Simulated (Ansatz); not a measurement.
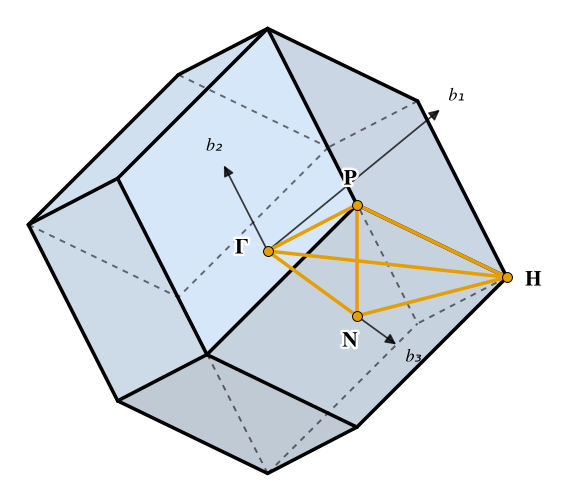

The figure shows the first Brillouin zone with its special points and a band path. Crystal: Na, the geometry relaxed with DFT, RPBE, plane waves (420 eV) with PAW, scalar-relativistic (Ansatz 0.2.0). All values are computed from the atomic coordinates in the standard setting (tolerance 0.002 Å).

Labels and path follow the convention of Hinuma et al. (2017), as computed by seekpath; the arrows show the directions of the reciprocal primitive vectors b₁, b₂, b₃.

### Which Bravais lattice has this zone?

A body-centred cubic lattice (cI; extended symbol cI1). The zone is a rhombic dodecahedron in its combinatorial type: 12 faces (12 with 4 edges), 24 edges, 14 vertices.

### In which order does the conventional band path visit the special points?

Γ–H–N–Γ–P–H | P–N
